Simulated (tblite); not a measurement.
**Geometry relaxation of C₄H₁₃PSi (part 1 of 2)**

- system: C₄H₁₃PSi, SMILES CCP(C)C[SiH3]
- method: GFN2-xTB geometry optimisation, gas phase (tblite 0.8.0)

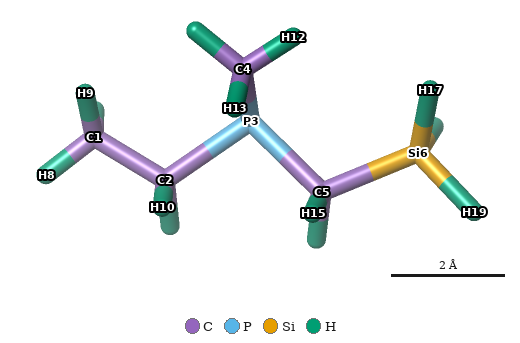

The input geometry (stick view, seen at a tilt; atoms are numbered from 1 in the order of the input). Bond lengths as drawn: C–C 1.50 Å, C–H 1.08 to 1.11 Å, C–P 1.84 to 1.85 Å, C–Si 1.86 Å and H–Si 1.49 Å.

## The input
```
{"job": {"kind": "relax", "xc": "GFN2-xTB", "basis": "xTB"}, "charge": 0, "multiplicity": 1}
C     -2.736700    -0.550800    -0.557200
C     -1.403700    -0.943900     0.012600
P     -0.007200     0.101000    -0.608400
C     -0.311900     1.646500     0.350400
C      1.387500    -0.646200     0.338900
Si     3.010800     0.093500    -0.171500
H     -2.744100    -0.599400    -1.654200
H     -3.520200    -1.216600    -0.183800
H     -3.018600     0.468000    -0.267700
H     -1.442500    -0.904800     1.120400
H     -1.196400    -1.991000    -0.253300
H      0.507100     2.344500     0.226000
H     -0.414500     1.429900     1.438100
H     -1.223800     2.131300     0.020500
H      1.222200    -0.522500     1.410100
H      1.408500    -1.718100     0.133800
H      3.062500     1.553200     0.138300
H      3.300000    -0.118200    -1.613300
H      4.111200    -0.547000     0.607300
```

The first line tells a small driver script what to run in tblite; the rest is the geometry in Å.

Hardware: 1 CPU thread, shared host.

Launch command:
```bash
OMP_NUM_THREADS=1 python <driver script> task.json out
```

## The program's output
```
step      E/eV     max force
  0    -528.55628    1.648
  1    -528.62770    0.582
  2    -528.63914    0.185
  3    -528.64316    0.133
  4    -528.64548    0.126
  5    -528.64848    0.115
  6    -528.65086    0.175
  7    -528.65247    0.137
  8    -528.65331    0.061
  9    -528.65397    0.075
 10    -528.65464    0.075
 11    -528.65523    0.080
 12    -528.65572    0.059
 13    -528.65617    0.063
 14    -528.65660    0.056
 15    -528.65699    0.063
 16    -528.65725    0.036
 17    -528.65743    0.038
 18    -528.65755    0.031
 19    -528.65763    0.025
 20    -528.65769    0.017
 21    -528.65774    0.027
 22    -528.65782    0.034
 23    -528.65791    0.032
 24    -528.65800    0.026
 25    -528.65807    0.020
 26    -528.65815    0.035
 27    -528.65825    0.040
 28    -528.65836    0.030
 29    -528.65847    0.025
 30    -528.65858    0.031
 31    -528.65873    0.048
 32    -528.65894    0.060
 33    -528.65918    0.048
 34    -528.65938    0.034
 35    -528.65953    0.030
 36    -528.65968    0.041
 37    -528.65984    0.046
 38    -528.65997    0.029
 39    -528.66005    0.020
 40    -528.66011    0.018
 41    -528.66018    0.026
 42    -528.66027    0.027
 43    -528.66036    0.021
 44    -528.66045    0.025
 45    -528.66054    0.031
 46    -528.66065    0.035
 47    -528.66076    0.034
 48    -528.66086    0.027
 49    -528.66094    0.022
 50    -528.66100    0.020
 51    -528.66108    0.026
 52    -528.66116    0.024
 53    -528.66126    0.023
 54    -528.66135    0.023
 55    -528.66146    0.031
 56    -528.66157    0.039
 57    -528.66168    0.034
 58    -528.66176    0.020
 59    -528.66182    0.018
 60    -528.66188    0.021
 61    -528.66196    0.030
 62    -528.66204    0.029
 63    -528.66210    0.019
 64    -528.66214    0.013
 65    -528.66218    0.016
 66    -528.66224    0.027
 67    -528.66232    0.034
 68    -528.66243    0.026
 69    -528.66252    0.024
 70    -528.66258    0.021
 71    -528.66264    0.027
 72    -528.66272    0.028
 73    -528.66279    0.022
 74    -528.66285    0.020
 75    -528.66288    0.013
 76    -528.66292    0.017
 77    -528.66295    0.019
 78    -528.66299    0.015
 79    -528.66302    0.011
 80    -528.66305    0.013
 81    -528.66309    0.019
 82    -528.66314    0.025
 83    -528.66320    0.022
 84    -528.66325    0.015
 85    -528.66329    0.013
 86    -528.66332    0.018
 87    -528.66335    0.019
 88    -528.66338    0.013
 89    -528.66340    0.010
 90    -528.66342    0.012
 91    -528.66344    0.017
 92    -528.66347    0.019
 93    -528.66349    0.012
 94    -528.66351    0.007
```

## Trajectory as extended XYZ (Å, eV, eV/Å), 25 of the 95 frames kept, from step=0 to step=94
```
19
Properties=species:S:1:pos:R:3:forces:R:3 step=0 energy=-528.55628
C    -2.7367   -0.5508   -0.5572   -0.7780   0.3040  -0.3370
C    -1.4037   -0.9439    0.0126    0.2180  -0.4340   0.8150
P    -0.0072    0.1010   -0.6084   -0.0020   0.1390  -0.8080
C    -0.3119    1.6465    0.3504   -0.0420  -0.2190   1.0630
C     1.3875   -0.6462    0.3389   -0.6480  -0.3140   0.4810
Si    3.0108    0.0935   -0.1715    1.4660   0.6730  -0.3370
H    -2.7441   -0.5994   -1.6542    0.0910   0.0000   0.3000
H    -3.5202   -1.2166   -0.1838    0.0780   0.0360  -0.0780
H    -3.0186    0.4680   -0.2677    0.1250  -0.1700  -0.0670
H    -1.4425   -0.9048    1.1204    0.0600   0.0380  -0.2890
H    -1.1964   -1.9910   -0.2533    0.1070   0.1810  -0.0480
H     0.5071    2.3445    0.2260    0.1570   0.0170  -0.1340
H    -0.4145    1.4299    1.4381    0.0560   0.0520  -0.5390
H    -1.2238    2.1313    0.0205   -0.0930  -0.0330  -0.1740
H     1.2222   -0.5225    1.4101   -0.0710  -0.0270   0.1090
H     1.4085   -1.7181    0.1338   -0.1310  -0.0060  -0.0580
H     3.0625    1.5532    0.1383   -0.0660  -0.4270  -0.1160
H     3.3000   -0.1182   -1.6133   -0.1910   0.0620   0.3870
H     4.1112   -0.5470    0.6073   -0.3370   0.1310  -0.1680
19
Properties=species:S:1:pos:R:3:forces:R:3 step=4 energy=-528.64548
C    -2.7531   -0.5475   -0.5579   -0.0180  -0.0080   0.0280
C    -1.4062   -0.9505    0.0260    0.0320   0.0230   0.0140
P    -0.0109    0.1065   -0.6338    0.0130  -0.0110   0.0550
C    -0.3116    1.6422    0.3697    0.0170  -0.0660  -0.0140
C     1.3826   -0.6446    0.3453    0.0110   0.0490  -0.0050
Si    3.0530    0.1116   -0.1768   -0.0920  -0.0540   0.0550
H    -2.7379   -0.5998   -1.6452    0.0380  -0.0070   0.0320
H    -3.5258   -1.2179   -0.1882   -0.0830  -0.0050  -0.0250
H    -3.0150    0.4680   -0.2696   -0.0010   0.0090   0.0030
H    -1.4374   -0.9011    1.1196    0.0520   0.0310  -0.0040
H    -1.1880   -1.9856   -0.2562    0.0470   0.0370  -0.0090
H     0.5114    2.3386    0.2208    0.0300  -0.0550  -0.0170
H    -0.4129    1.4249    1.4329    0.0170  -0.0630  -0.0100
H    -1.2218    2.1240    0.0147    0.0090  -0.0420  -0.0200
H     1.2132   -0.5238    1.4195   -0.0600   0.0000  -0.0810
H     1.3982   -1.7177    0.1303   -0.0600   0.1090  -0.0170
H     3.0607    1.5398    0.1322    0.0150   0.0730  -0.0180
H     3.2902   -0.1144   -1.5997   -0.0400   0.0200  -0.0250
H     4.1014   -0.5435    0.6033    0.0730  -0.0390   0.0580
19
Properties=species:S:1:pos:R:3:forces:R:3 step=8 energy=-528.65331
C    -2.7574   -0.5497   -0.5503    0.0380   0.0060  -0.0120
C    -1.4052   -0.9470    0.0297    0.0070  -0.0010   0.0040
P    -0.0115    0.1072   -0.6366   -0.0250   0.0040  -0.0480
C    -0.3080    1.6320    0.3693    0.0010   0.0080  -0.0190
C     1.3808   -0.6325    0.3435   -0.0550  -0.0150  -0.0090
Si    3.0556    0.1108   -0.1674    0.0000   0.0190   0.0110
H    -2.7278   -0.6015   -1.6366   -0.0010  -0.0030  -0.0150
H    -3.5428   -1.2174   -0.1950    0.0480   0.0370   0.0070
H    -3.0151    0.4695   -0.2689   -0.0200  -0.0260   0.0220
H    -1.4240   -0.8935    1.1226    0.0220  -0.0010   0.0160
H    -1.1751   -1.9772   -0.2584   -0.0100  -0.0120   0.0230
H     0.5185    2.3228    0.2163    0.0180  -0.0130   0.0170
H    -0.4088    1.4082    1.4317    0.0130  -0.0270  -0.0270
H    -1.2172    2.1111    0.0098   -0.0040   0.0090   0.0180
H     1.1955   -0.5222    1.4131   -0.0330   0.0390   0.0250
H     1.3824   -1.7008    0.1234    0.0150  -0.0420  -0.0340
H     3.0639    1.5466    0.1254    0.0270  -0.0020  -0.0020
H     3.2768   -0.1085   -1.5966   -0.0210   0.0050   0.0240
H     4.1096   -0.5484    0.6121   -0.0200   0.0130  -0.0010
19
Properties=species:S:1:pos:R:3:forces:R:3 step=12 energy=-528.65572
C    -2.7521   -0.5488   -0.5502   -0.0210   0.0020   0.0100
C    -1.4020   -0.9461    0.0319    0.0020  -0.0040  -0.0100
P    -0.0157    0.1070   -0.6459    0.0220  -0.0150   0.0010
C    -0.3064    1.6290    0.3646    0.0030  -0.0060  -0.0070
C     1.3716   -0.6321    0.3412    0.0410   0.0060  -0.0120
Si    3.0515    0.1127   -0.1611   -0.0230   0.0020   0.0000
H    -2.7241   -0.6021   -1.6369    0.0110   0.0160   0.0070
H    -3.5386   -1.2118   -0.1948    0.0050  -0.0500   0.0180
H    -3.0184    0.4661   -0.2640    0.0240   0.0290  -0.0040
H    -1.4147   -0.8908    1.1256    0.0010   0.0120  -0.0170
H    -1.1733   -1.9773   -0.2534   -0.0100  -0.0150   0.0160
H     0.5249    2.3152    0.2182   -0.0010   0.0070  -0.0050
H    -0.4044    1.3958    1.4248    0.0030  -0.0220  -0.0080
H    -1.2167    2.1105    0.0122    0.0090   0.0330   0.0090
H     1.1815   -0.5144    1.4113   -0.0270  -0.0200  -0.0490
H     1.3802   -1.7010    0.1152   -0.0020   0.0180   0.0260
H     3.0714    1.5499    0.1236    0.0110  -0.0030   0.0140
H     3.2676   -0.1055   -1.5908   -0.0100  -0.0020   0.0120
H     4.1078   -0.5472    0.6154   -0.0360   0.0130  -0.0010
19
Properties=species:S:1:pos:R:3:forces:R:3 step=16 energy=-528.65725
C    -2.7513   -0.5482   -0.5477    0.0090  -0.0110   0.0080
C    -1.3998   -0.9464    0.0310    0.0030  -0.0010  -0.0010
P    -0.0154    0.1046   -0.6539   -0.0150   0.0100  -0.0130
C    -0.3044    1.6260    0.3597    0.0060  -0.0010   0.0030
C     1.3699   -0.6307    0.3365   -0.0350   0.0010  -0.0060
Si    3.0463    0.1164   -0.1575    0.0170   0.0150  -0.0120
H    -2.7200   -0.5988   -1.6348   -0.0160   0.0050   0.0160
H    -3.5333   -1.2173   -0.1911    0.0040   0.0030  -0.0060
H    -3.0155    0.4682   -0.2614    0.0120  -0.0190   0.0020
H    -1.4079   -0.8858    1.1243   -0.0040   0.0170  -0.0050
H    -1.1746   -1.9807   -0.2465   -0.0080   0.0010  -0.0050
H     0.5290    2.3110    0.2186    0.0000  -0.0030  -0.0060
H    -0.4007    1.3823    1.4179    0.0000  -0.0020  -0.0040
H    -1.2134    2.1169    0.0159    0.0190   0.0020  -0.0040
H     1.1657   -0.5129    1.4022   -0.0010  -0.0100   0.0160
H     1.3791   -1.6995    0.1144    0.0110  -0.0110   0.0030
H     3.0788    1.5521    0.1261   -0.0080   0.0220   0.0210
H     3.2589   -0.1040   -1.5853    0.0030  -0.0040  -0.0320
H     4.0989   -0.5439    0.6186    0.0030  -0.0130   0.0250
19
Properties=species:S:1:pos:R:3:forces:R:3 step=20 energy=-528.65769
C    -2.7504   -0.5495   -0.5461   -0.0070   0.0000  -0.0050
C    -1.3988   -0.9467    0.0305   -0.0020  -0.0010   0.0000
P    -0.0171    0.1048   -0.6576    0.0080  -0.0070   0.0050
C    -0.3030    1.6251    0.3584    0.0020   0.0010  -0.0030
C     1.3673   -0.6302    0.3345    0.0130   0.0000   0.0000
Si    3.0461    0.1188   -0.1580   -0.0060  -0.0020   0.0020
H    -2.7214   -0.5974   -1.6327   -0.0090  -0.0050  -0.0090
H    -3.5318   -1.2191   -0.1904   -0.0070   0.0000   0.0040
H    -3.0130    0.4666   -0.2596   -0.0040  -0.0010   0.0160
H    -1.4066   -0.8818    1.1233    0.0030   0.0060   0.0010
H    -1.1759   -1.9818   -0.2453    0.0060   0.0000  -0.0010
H     0.5307    2.3095    0.2177    0.0120  -0.0060  -0.0010
H    -0.3997    1.3786    1.4158    0.0020   0.0050  -0.0020
H    -1.2101    2.1195    0.0160    0.0000   0.0020  -0.0070
H     1.1613   -0.5141    1.4009    0.0050   0.0000  -0.0090
H     1.3805   -1.6999    0.1146    0.0030   0.0070  -0.0090
H     3.0794    1.5553    0.1301   -0.0080  -0.0080   0.0070
H     3.2572   -0.1037   -1.5876    0.0040   0.0080   0.0070
H     4.0957   -0.5445    0.6228   -0.0140   0.0020   0.0020
19
Properties=species:S:1:pos:R:3:forces:R:3 step=24 energy=-528.65800
C    -2.7516   -0.5509   -0.5457   -0.0050   0.0010   0.0110
C    -1.3988   -0.9471    0.0298    0.0000   0.0030  -0.0050
P    -0.0171    0.1035   -0.6601    0.0050   0.0020   0.0020
C    -0.3006    1.6246    0.3559    0.0040  -0.0020  -0.0020
C     1.3681   -0.6298    0.3324   -0.0240  -0.0060  -0.0070
Si    3.0451    0.1208   -0.1580    0.0010   0.0040   0.0070
H    -2.7265   -0.5978   -1.6331   -0.0010   0.0080   0.0190
H    -3.5328   -1.2203   -0.1887    0.0010  -0.0070   0.0030
H    -3.0126    0.4638   -0.2527   -0.0100   0.0030  -0.0120
H    -1.4048   -0.8765    1.1227   -0.0030  -0.0140  -0.0120
H    -1.1750   -1.9825   -0.2445    0.0020   0.0020   0.0110
H     0.5363    2.3057    0.2162    0.0000  -0.0050  -0.0020
H    -0.3980    1.3774    1.4134    0.0000   0.0090  -0.0110
H    -1.2064    2.1218    0.0131    0.0100  -0.0010  -0.0030
H     1.1596   -0.5152    1.3982    0.0090   0.0000  -0.0020
H     1.3830   -1.6988    0.1111    0.0010  -0.0060  -0.0080
H     3.0765    1.5556    0.1366   -0.0040  -0.0010   0.0000
H     3.2575   -0.1004   -1.5877    0.0080   0.0110   0.0110
H     4.0884   -0.5448    0.6278    0.0050  -0.0020   0.0000
19
Properties=species:S:1:pos:R:3:forces:R:3 step=27 energy=-528.65825
C    -2.7536   -0.5517   -0.5436    0.0030  -0.0010   0.0070
C    -1.3990   -0.9468    0.0284   -0.0020   0.0020   0.0020
P    -0.0164    0.1028   -0.6618   -0.0290   0.0050  -0.0270
C    -0.2981    1.6240    0.3534    0.0040   0.0020  -0.0090
C     1.3662   -0.6305    0.3297    0.0280  -0.0050   0.0000
Si    3.0438    0.1223   -0.1566   -0.0050  -0.0070   0.0110
H    -2.7309   -0.5969   -1.6307    0.0000   0.0060   0.0020
H    -3.5336   -1.2223   -0.1866    0.0040  -0.0070   0.0080
H    -3.0146    0.4624   -0.2490   -0.0120   0.0060  -0.0080
H    -1.4038   -0.8749    1.1205    0.0000  -0.0090   0.0130
H    -1.1739   -1.9826   -0.2422   -0.0040  -0.0020  -0.0050
H     0.5410    2.3020    0.2146    0.0070   0.0080  -0.0070
H    -0.3969    1.3783    1.4103   -0.0040  -0.0020   0.0130
H    -1.2020    2.1236    0.0100    0.0040   0.0040  -0.0100
H     1.1602   -0.5161    1.3957   -0.0050  -0.0080   0.0090
H     1.3852   -1.6989    0.1068   -0.0090  -0.0130  -0.0040
H     3.0732    1.5556    0.1419   -0.0010   0.0130   0.0020
H     3.2597   -0.0955   -1.5856    0.0100   0.0100   0.0010
H     4.0837   -0.5453    0.6317    0.0110  -0.0020   0.0000
19
Properties=species:S:1:pos:R:3:forces:R:3 step=31 energy=-528.65873
C    -2.7577   -0.5533   -0.5380   -0.0030   0.0040  -0.0080
C    -1.3999   -0.9463    0.0277   -0.0040  -0.0040   0.0180
P    -0.0197    0.1011   -0.6695    0.0260  -0.0110   0.0390
C    -0.2920    1.6235    0.3469   -0.0040   0.0070   0.0030
C     1.3655   -0.6334    0.3235   -0.0240  -0.0030  -0.0070
Si    3.0419    0.1253   -0.1511    0.0200   0.0120  -0.0050
H    -2.7395   -0.5940   -1.6253    0.0030  -0.0120  -0.0060
H    -3.5339   -1.2281   -0.1797    0.0060   0.0070   0.0040
H    -3.0215    0.4603   -0.2430   -0.0030  -0.0090   0.0120
H    -1.4013   -0.8737    1.1199    0.0050   0.0010   0.0110
H    -1.1733   -1.9829   -0.2399   -0.0190   0.0070  -0.0170
H     0.5523    2.2959    0.2093   -0.0060  -0.0010  -0.0040
H    -0.3952    1.3794    1.4049    0.0020   0.0010  -0.0240
H    -1.1917    2.1288    0.0009    0.0010   0.0090  -0.0040
H     1.1589   -0.5211    1.3905   -0.0180  -0.0180  -0.0220
H     1.3867   -1.7016    0.0974   -0.0080   0.0040   0.0040
H     3.0666    1.5585    0.1532    0.0030  -0.0060   0.0040
H     3.2666   -0.0824   -1.5804    0.0110   0.0080   0.0040
H     4.0775   -0.5467    0.6398    0.0120   0.0060  -0.0030
19
Properties=species:S:1:pos:R:3:forces:R:3 step=35 energy=-528.65953
C    -2.7644   -0.5552   -0.5297    0.0060  -0.0010   0.0150
C    -1.4028   -0.9455    0.0308    0.0050   0.0100  -0.0120
P    -0.0221    0.0963   -0.6750   -0.0040   0.0100  -0.0190
C    -0.2827    1.6250    0.3350   -0.0040  -0.0030  -0.0120
C     1.3638   -0.6395    0.3121    0.0090   0.0010   0.0100
Si    3.0424    0.1312   -0.1422   -0.0090  -0.0100  -0.0010
H    -2.7527   -0.5927   -1.6178    0.0120  -0.0170   0.0210
H    -3.5327   -1.2361   -0.1666   -0.0120   0.0040  -0.0110
H    -3.0350    0.4552   -0.2301    0.0130   0.0010   0.0130
H    -1.3966   -0.8730    1.1236   -0.0080  -0.0060  -0.0140
H    -1.1790   -1.9816   -0.2417   -0.0140   0.0050   0.0050
H     0.5697    2.2872    0.1988   -0.0050  -0.0010   0.0000
H    -0.3927    1.3822    1.3919   -0.0010   0.0110  -0.0010
H    -1.1746    2.1403   -0.0162   -0.0050  -0.0010   0.0000
H     1.1514   -0.5358    1.3780   -0.0150  -0.0090   0.0170
H     1.3865   -1.7066    0.0821    0.0100   0.0020  -0.0160
H     3.0566    1.5624    0.1737    0.0080  -0.0130   0.0120
H     3.2830   -0.0577   -1.5712    0.0080   0.0000  -0.0020
H     4.0722   -0.5469    0.6516    0.0060   0.0160  -0.0060
19
Properties=species:S:1:pos:R:3:forces:R:3 step=39 energy=-528.66005
C    -2.7682   -0.5563   -0.5216   -0.0060   0.0020  -0.0030
C    -1.4037   -0.9436    0.0309   -0.0050  -0.0140   0.0040
P    -0.0231    0.0944   -0.6816   -0.0060  -0.0070  -0.0010
C    -0.2777    1.6257    0.3253   -0.0030   0.0050   0.0020
C     1.3624   -0.6432    0.3066   -0.0080   0.0010  -0.0020
Si    3.0413    0.1334   -0.1368   -0.0040  -0.0020   0.0040
H    -2.7585   -0.5956   -1.6089    0.0010   0.0110  -0.0090
H    -3.5346   -1.2402   -0.1601   -0.0040   0.0020   0.0110
H    -3.0404    0.4523   -0.2182    0.0070   0.0110  -0.0010
H    -1.3946   -0.8731    1.1233    0.0090   0.0060   0.0060
H    -1.1855   -1.9802   -0.2421    0.0130  -0.0150  -0.0010
H     0.5798    2.2813    0.1917   -0.0010   0.0080  -0.0090
H    -0.3913    1.3863    1.3824   -0.0050   0.0010   0.0040
H    -1.1649    2.1477   -0.0277   -0.0090  -0.0040  -0.0070
H     1.1427   -0.5479    1.3724    0.0020  -0.0080  -0.0020
H     1.3887   -1.7086    0.0682    0.0070   0.0060  -0.0090
H     3.0522    1.5616    0.1904    0.0050  -0.0010   0.0120
H     3.2952   -0.0417   -1.5654   -0.0040  -0.0060   0.0020
H     4.0704   -0.5432    0.6581    0.0100   0.0020  -0.0010
19
Properties=species:S:1:pos:R:3:forces:R:3 step=43 energy=-528.66036
C    -2.7707   -0.5562   -0.5181    0.0150  -0.0030   0.0030
C    -1.4051   -0.9460    0.0318    0.0070   0.0070   0.0000
P    -0.0258    0.0925   -0.6842    0.0030   0.0050   0.0150
C    -0.2769    1.6271    0.3209   -0.0070  -0.0080  -0.0060
C     1.3604   -0.6447    0.3037    0.0100  -0.0010  -0.0070
Si    3.0403    0.1339   -0.1331    0.0130   0.0110   0.0030
H    -2.7606   -0.5942   -1.6059   -0.0120   0.0070   0.0100
H    -3.5368   -1.2402   -0.1548    0.0020   0.0180  -0.0040
H    -3.0399    0.4534   -0.2134    0.0080  -0.0130  -0.0060
H    -1.3915   -0.8725    1.1243    0.0000  -0.0090  -0.0060
H    -1.1859   -1.9829   -0.2421   -0.0030   0.0090   0.0120
H     0.5826    2.2810    0.1859   -0.0190  -0.0080  -0.0040
H    -0.3925    1.3896    1.3787    0.0000   0.0070  -0.0130
H    -1.1632    2.1495   -0.0348    0.0020  -0.0050   0.0010
H     1.1389   -0.5565    1.3699    0.0020  -0.0050  -0.0080
H     1.3918   -1.7083    0.0588   -0.0030  -0.0050  -0.0050
H     3.0522    1.5604    0.2016    0.0000   0.0010   0.0060
H     3.2998   -0.0362   -1.5620   -0.0110  -0.0030   0.0110
H     4.0732   -0.5403    0.6599   -0.0050  -0.0050  -0.0020
```
